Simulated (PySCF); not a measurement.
C$_{3}$H$_{11}$NSi$_{2}$

```xyz
17

Si   -0.8267    1.9929   -0.1719
N    -0.5646    0.3284    0.2586
Si   -1.7572   -0.9320    0.2373
C     0.8100   -0.0020    0.4822
C     1.3740   -1.3590    0.2086
C     1.7496   -0.2048   -0.6724
H    -0.2711    2.2766   -1.5012
H    -0.1300    2.8162    0.8221
H    -2.2668    2.2117   -0.1485
H    -3.0502   -0.2762    0.3962
H    -1.7401   -1.6830   -1.0281
H    -1.4693   -1.8354    1.3533
H     1.2246    0.5223    1.3406
H     2.1118   -1.7474    0.8951
H     0.7270   -2.1147   -0.2069
H     1.3231   -0.1805   -1.6634
H     2.7488    0.1990   -0.6114
```

Geometry: GFN2-xTB.

These are results of PBE0/pcSseg-1, SCF density, gas phase, non-relativistic (PySCF), not measurements.

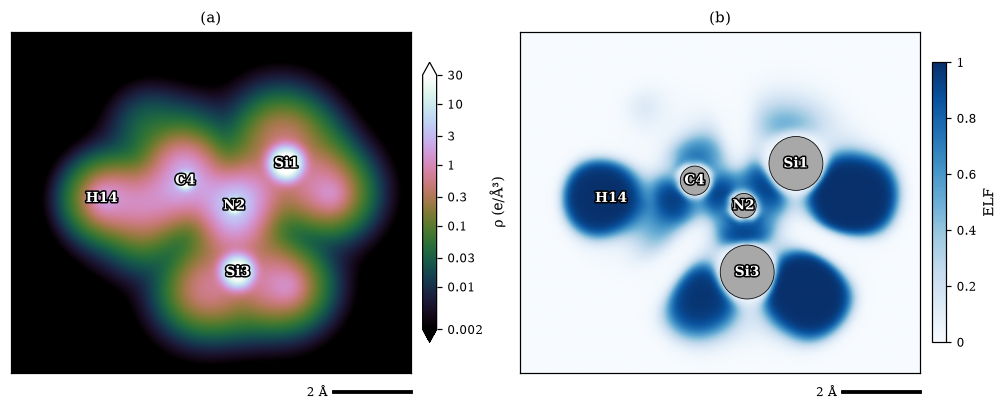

Figure 1. (a) electron density; (b) ELF on the plane of atoms Si1, N2 and C4. Grey discs cover the atomic cores in the ELF map.

Question: Interpret the plot.

Answer:
- Atoms in the plane: Si, N, C and H.
- C–N (1.43 Å): the density is about 1.9 e/Å³ at the midpoint; the ELF peaks at about 0.90 between the atoms: localised, covalent bonding.
- Si–N (1.74 Å): ρ at the midpoint is about 1.1 e/Å³; the ELF peaks at about 0.90 between the atoms: a shared but strongly polarised pair.

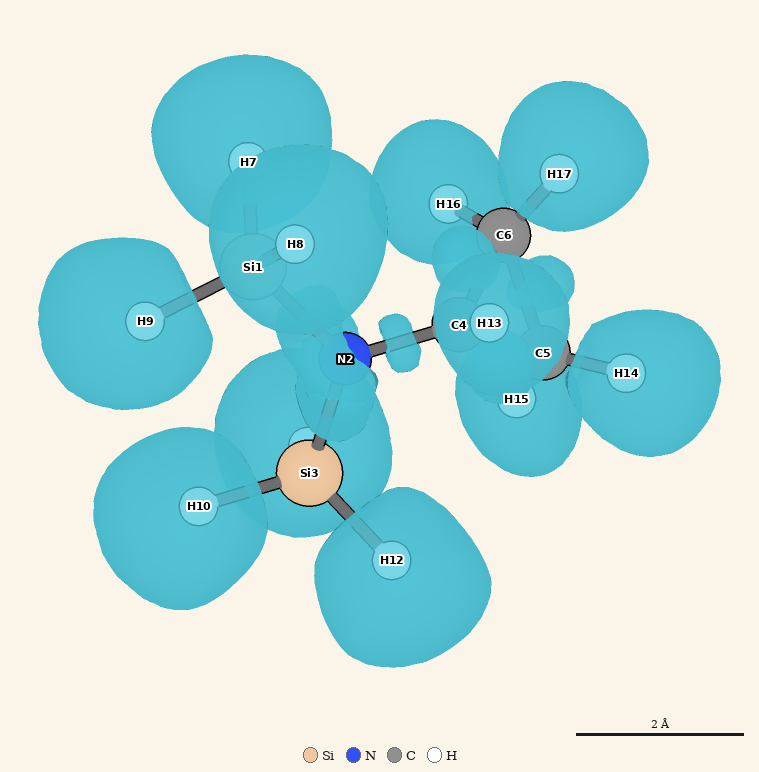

Figure 2. Isosurface of the electron localisation function at 0.8 (cyan), seen at a tilt. Only the valence region is drawn (cores and ρ < 0.01 e/Å³ removed).

Question: Identify the bonds, lone pairs and shells in this picture.

Answer: The ELF exceeds this value in three regions between bonded C–C atoms (shared pairs), one region between bonded C–N atoms (shared pairs), eleven regions around hydrogen nuclei and one region on N in which the atom's valence shell and bonds are merged.


 C–C (1.49 Å): the ELF peaks at about 0.90 between the atoms: a shared electron pair.

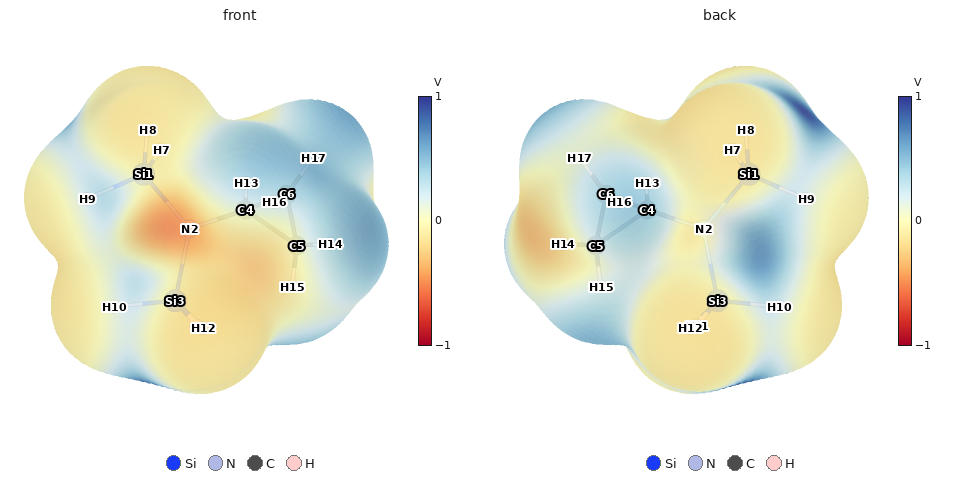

Figure 3. The molecular electrostatic potential painted on the density surface at 0.001 e/bohr³, seen from the front and from behind; red is negative and blue positive.

Question: Where is the surface potential most negative and most positive?

Answer: The most negative region (about −0.4 V) lies over N2, the most positive (about +0.8 V) over Si1 and Si3.

Question: How polar is the molecule by this calculation?

Answer: Its dipole moment is 0.71 D.
